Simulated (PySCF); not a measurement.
Vertical excitations of a molecule C4H6Cl2 from TDA-ωB97X/def2-SVPD (PySCF), as energy in eV (oscillator strength): 7.31 (0.017), 7.38 (0.017), 7.63 (0.030), 7.82 (0.184), 7.95 (0.394), 8.07 (0.075), 8.17 (0.012), 8.52 (0.013), 8.64 (0.035), 8.74 (0.018). Lowest triplet (TDA): 4.45 eV. Geometry optimised at ωB97X-D3(BJ)/def2-SVP. The values are those of a single conformer.

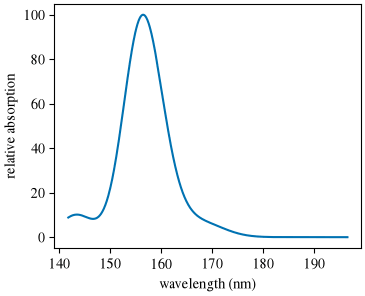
Fig. 1. The lines broadened by 0.4 eV.

Problem. Identify the compound among the candidates.
A. C=CCC(Cl)Cl
B. ClC1(Cl)CCC1
C. C[C@H]1CC1(Cl)Cl
D. Cl/C=C/CCCl

Solution. A, C=CCC(Cl)Cl
